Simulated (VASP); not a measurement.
Band structure of PbSe (rock salt). These are vdW-DF-cx, VASP's PBE PAW potentials (set 64) (plane waves; VASP) values and carry that method's errors.

Unless said otherwise, spin-orbit coupling is left out, though it shifts the bands of the heavy elements here.

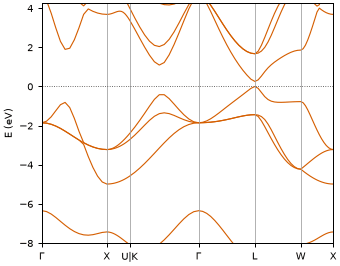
Bands along high-symmetry lines, zero at the valence-band maximum or, without a gap, the Fermi level

Read the plot: is there a gap, and where are the band edges?

The gap is direct, 0.26 eV, from the valence maximum at L to the conduction minimum at L. (Edges off the drawn lines would not show.)

The compound is PbSe in the rock salt structure. The cell was not relaxed at this level.
